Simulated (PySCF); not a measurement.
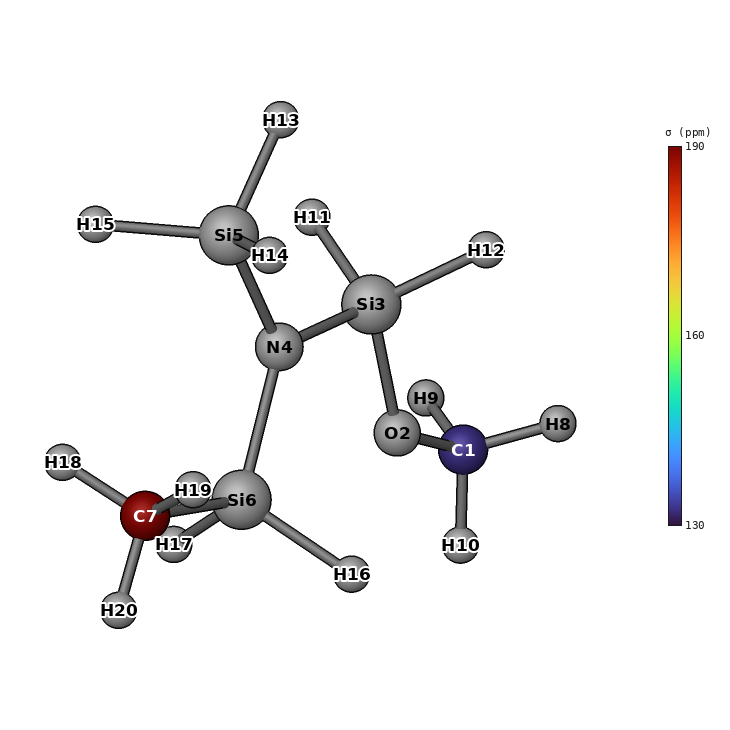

Atoms are coloured by their isotropic NMR shieldings (C only, the others grey). Computed geometry: PBE0-D3(BJ)/def2-SVP optimisation. No frequency run is at hand to confirm it as a minimum. Level of theory: GIAO PBE0/pcSseg-1 NMR shielding, non-relativistic, gas phase (PySCF 2.14.0).

List the isotropic NMR shieldings of the C atoms.

```tsv
atom	σ (ppm)
C1	132.4
C7	189.5
```
